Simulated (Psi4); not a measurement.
# One shape, several levels: quartet OF

Wanted: a comparison of 3 runs (UB3LYP/6-31G*, U-wB97X-V/aug-cc-pVTZ, UDSD-PBEP86/aug-cc-pVTZ) of quartet OF. 

The calculation is run with Psi4 1.11.

## Step 1: Starting point

OF: 2 atoms, total charge 0, spin state quartet. SMILES of the parent species: `[O]F`. The shape is that of a PBE0-D4/def2-TZVP optimisation. That shape belongs to the parent species and isn't relaxed for this state.

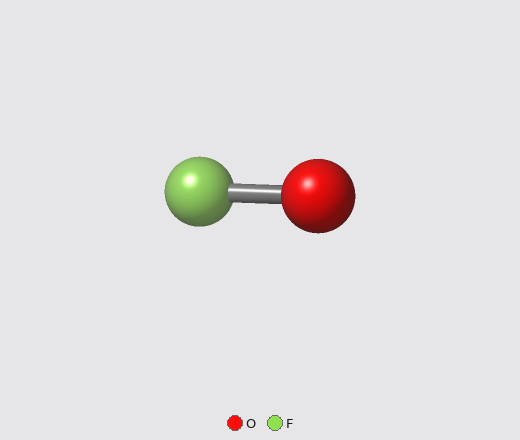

The structure, seen from a chosen angle (oxygen red, fluorine green).

## Step 2: Energy and gradient at UB3LYP/6-31G(d) (spherical functions) (run 1)

Input file calc.dat:

```
memory 2200 mb

molecule {
  0 4
  O      0.000000     0.000000    -0.015950
  F      0.000000     0.000000     1.314400
  units angstrom
  symmetry c1
}

set {
  reference uks
  puream true
  e_convergence 1e-09
  d_convergence 1e-08
  scf_type pk
  dft_radial_points 99
  dft_spherical_points 590
  maxiter 100
}

E, wfn = gradient("b3lyp/6-31G*", return_wfn=True)
oeprop(wfn, "LOWDIN_CHARGES", "DIPOLE", "MAYER_INDICES", title="B3LYP")
```

The run is started by

```bash
psi4 -n 1 calc.dat calc.out
```

calc.out:

```text
[...]
  Running in c1 symmetry.
[...]
  Nuclear repulsion =   28.639650594384939
[...]
  Multiplicity = 4
[...]
  Nalpha       = 10
  Nbeta        = 7
[...]
    Number of basis functions: 28
[...]
   @UKS iter   1:  -174.68744464246987   -1.79155e-01   6.48233e-03 ADIIS/DIIS
[...]
   @UKS iter  11:  -174.70623773632721   -1.13687e-13   5.57713e-10 DIIS
[...]
   @S^2 Observed:                3.757018615E+00
[...]
  @UKS Final Energy:  -174.70623773632721
   => Energetics <=
    Nuclear Repulsion Energy =             28.6396505943849391
    One-Electron Energy =                -299.4129375367430157
    Two-Electron Energy =                 111.4196176050828626
    DFT Exchange-Correlation Energy =     -15.3525683990519930
    Empirical Dispersion Energy =           0.0000000000000000
    VV10 Nonlocal Energy =                  0.0000000000000000
    Total Energy =                       -174.7062377363272105
[...]
  -Total Gradient:
     Atom            X                  Y                   Z
    ------   -----------------  -----------------  -----------------
       1       -0.000000000000    -0.000000000000     0.378024067496
       2        0.000000000000     0.000000000000    -0.378024280975
[...]
```

Wall time 11 s (1 thread of Intel Xeon at 2.50GHz (Skylake/Cascade Lake), shared host); peak memory 0.3 GiB.

## Step 3: The energy at U-wB97X-V/aug-cc-pVTZ (run 2)

Input file fo.py:

```python
import psi4

psi4.set_memory(2200000000)
psi4.set_num_threads(1)
psi4.set_output_file('fo.out', False)

m = psi4.geometry("""
0 4
O      0.00000000     0.00000000    -0.03014113
F      0.00000000     0.00000000     2.48385602
units bohr
symmetry c1
""")

psi4.set_options({
    'reference': 'uks',
    'puream': True,
    'e_convergence': 1e-09,
    'd_convergence': 1e-08,
    'scf_type': 'pk',
    'dft_radial_points': 99,
    'dft_spherical_points': 590,
    'maxiter': 100,
})

E, wfn = psi4.energy("wb97x-v/aug-cc-pVTZ", return_wfn=True)
print(f'total energy {E:.8f} hartree = {E * 27.211386:.5f} eV')
for k, v in sorted(psi4.core.scalar_variables().items()):
    print(f'{k:45s} {v:18.10f}')
```

The run is started by

```bash
python fo.py
```

fo.out:

```text
[...]
  Running in c1 symmetry.
[...]
  Nuclear repulsion =   28.639650605809155
[...]
  Multiplicity = 4
[...]
  Nalpha       = 10
  Nbeta        = 7
[...]
    Number of basis functions: 92
[...]
   @UKS iter   1:  -174.70762647770238   -3.44319e-01   2.04406e-03 ADIIS/DIIS
[...]
   @UKS iter  12:  -174.72806078674378   -1.21645e-11   6.35800e-09 DIIS
[...]
   @S^2 Observed:                3.760825675E+00
[...]
  @UKS Final Energy:  -174.72806078674378
   => Energetics <=
    Nuclear Repulsion Energy =             28.6396506058091553
    One-Electron Energy =                -298.9973872526391006
    Two-Electron Energy =                 109.1968793382755081
    DFT Exchange-Correlation Energy =     -13.6395555736391501
    Empirical Dispersion Energy =           0.0000000000000000
    VV10 Nonlocal Energy =                  0.0723520954497977
    Total Energy =                       -174.7280607867438107
[...]
 Multipole Moments:
 ------------------------------------------------------------------------------------
     Multipole            Electronic (a.u.)      Nuclear  (a.u.)        Total (a.u.)
 ------------------------------------------------------------------------------------
 L = 1.  Multiply by 2.5417464519 to convert [e a0] to [Debye]
 Dipole X            :          0.0000000            0.0000000            0.0000000
 Dipole Y            :          0.0000000            0.0000000            0.0000000
 Dipole Z            :          0.3812131           -0.5771080           -0.1958949
 Magnitude           :                                                    0.1958949
[...]
```

Standard output:

```text
total energy -174.72806079 hartree = -4754.59271 eV
CURRENT ENERGY                                   -174.7280607867
CURRENT REFERENCE ENERGY                         -174.7280607867
DD SOLVATION ENERGY                                 0.0000000000
DFT FUNCTIONAL TOTAL ENERGY                      -174.7280607867
DFT TOTAL ENERGY                                 -174.7280607867
DFT VV10 ENERGY                                     0.0723520954
DFT XC ENERGY                                     -13.6395555736
GRID ELECTRONS ALPHA                                9.9999999963
GRID ELECTRONS BETA                                 6.9999999994
GRID ELECTRONS TOTAL                               16.9999999957
NUCLEAR REPULSION ENERGY                           28.6396506058
ONE-ELECTRON ENERGY                              -298.9973872526
PCM POLARIZATION ENERGY                             0.0000000000
PE ENERGY                                           0.0000000000
SCF ITERATION ENERGY                             -174.7280607867
SCF ITERATIONS                                     12.0000000000
SCF TOTAL ENERGY                                 -174.7280607867
TWO-ELECTRON ENERGY                               109.1968793383
XC GRID RADIAL POINTS                              99.0000000000
XC GRID SPHERICAL POINTS                          590.0000000000
XC GRID TOTAL POINTS                           115256.0000000000
```

Wall time 46 s (1 thread of Intel Xeon at 2.50GHz (Skylake/Cascade Lake), shared host); peak memory 0.72 GiB.

## Step 4: The energy at UDSD-PBEP86/aug-cc-pVTZ (density fitting for correlation) (run 3)

Input file calc.py:

```python
import psi4

psi4.set_memory('2200 MB')
psi4.set_num_threads(1)
psi4.core.set_output_file('fo.out', False)

mol = psi4.geometry("""
0 4
O      0.000000     0.000000    -0.015950
F      0.000000     0.000000     1.314400
symmetry c1
""")

psi4.set_options({
    'basis': 'aug-cc-pVTZ',
    'reference': 'uks',
    'puream': True,
    'e_convergence': 1e-09,
    'd_convergence': 1e-08,
    'scf_type': 'pk',
    'dft_radial_points': 99,
    'dft_spherical_points': 590,
    'num_frozen_docc': 2,
    'maxiter': 100,
})

E = psi4.energy('dsd-pbep86')
print('E =', round(E, 9))
```

The run is started by

```bash
python calc.py
```

fo.out:

```text
[...]
  Running in c1 symmetry.
[...]
  Nuclear repulsion =   28.639650594384939
[...]
  Multiplicity = 4
[...]
  Nalpha       = 10
  Nbeta        = 7
[...]
    Number of basis functions: 92
[...]
   @UKS iter   1:  -174.28452704737606   -4.32970e-01   2.58853e-03 DIIS/ADIIS
[...]
   @UKS iter  12:  -174.32997356702549   -2.18279e-11   8.50964e-09 DIIS
[...]
   @S^2 Observed:                3.773197495E+00
[...]
  @UKS Final Energy:  -174.32997356702549
   => Energetics <=
    Nuclear Repulsion Energy =             28.6396505943849391
    One-Electron Energy =                -299.1858473651112718
    Two-Electron Energy =                 101.6040615673768173
    DFT Exchange-Correlation Energy =      -5.3878383636759688
    Empirical Dispersion Energy =           0.0000000000000000
    VV10 Nonlocal Energy =                  0.0000000000000000
    Total Energy =                       -174.3299735670254904
[...]
 Multipole Moments:
 ------------------------------------------------------------------------------------
     Multipole            Electronic (a.u.)      Nuclear  (a.u.)        Total (a.u.)
 ------------------------------------------------------------------------------------
 L = 1.  Multiply by 2.5417464519 to convert [e a0] to [Debye]
 Dipole X            :         -0.0000000            0.0000000           -0.0000000
 Dipole Y            :          0.0000000            0.0000000            0.0000000
 Dipole Z            :          0.1453279           -0.5771080           -0.4317801
 Magnitude           :                                                    0.4317801
[...]
```

Standard output:

```text
E = -174.55363555
```

Wall time 14 s (1 thread of Intel Xeon at 2.50GHz (Skylake/Cascade Lake), shared host); peak memory 0.65 GiB.

## Step 5: All runs side by side

```
run                                                      level      task               properties  energy (Eh)  dipole moment (D)  HOMO energy (eV)   ⟨S²⟩  wall time
  1                        UB3LYP/6-31G* (spherical functions)  gradient  (lowdin, dipole, mayer)  -174.706238               0.22             -3.57  3.757       11 s
  2                                      U-wB97X-V/aug-cc-pVTZ    energy                        –  -174.728061               0.50             -7.28  3.761       46 s
  3  UDSD-PBEP86/aug-cc-pVTZ (density fitting for correlation)    energy                        –  -174.553636                  –             -8.76  3.773       14 s
```

## Step 6: Results

| quantity | value |
| --- | --- |
| run 3: total energy | -174.55364 Eh |
| run 3: HOMO energy (SCF part's orbitals) (highest over α and β) | -8.76 eV |
| run 3: LUMO energy (SCF part's orbitals) (lowest over α and β) | -0.60 eV |
| run 3: ⟨S²⟩ | 3.773 |

Totals of different functionals can't be ranked against each other. All runs together took 72 s, the longest 46 s.
